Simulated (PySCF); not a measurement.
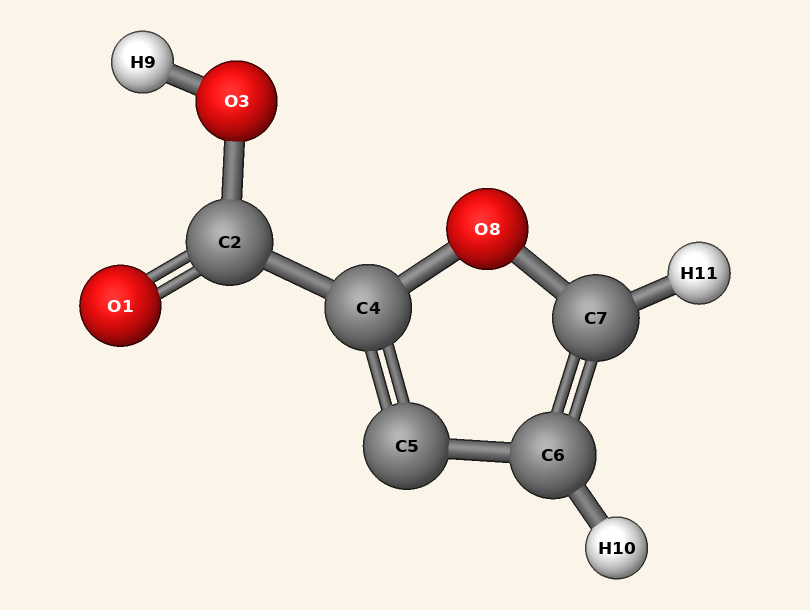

The questions are on Mulliken spin populations. The species is neutral and a spin doublet. The geometry was computed by an optimisation with GFN2-xTB. No frequency run is at hand to confirm it as a minimum. Level of theory: UKS B3LYP, pcH-1 on C H O, non-relativistic (PySCF 2.14.0).

Give the Mulliken spin populations atom by atom.

```json
{"atom": "O1", "value (e)": "−0.01"}
{"atom": "C2", "value (e)": "0.01"}
{"atom": "O3", "value (e)": "0.00"}
{"atom": "C4", "value (e)": "−0.08"}
{"atom": "C5", "value (e)": "1.03"}
{"atom": "C6", "value (e)": "−0.05"}
{"atom": "C7", "value (e)": "0.06"}
{"atom": "O8", "value (e)": "0.03"}
{"atom": "H9", "value (e)": "0.00"}
{"atom": "H10", "value (e)": "0.01"}
{"atom": "H11", "value (e)": "0.00"}
```

Mulliken values depend strongly on the basis set.
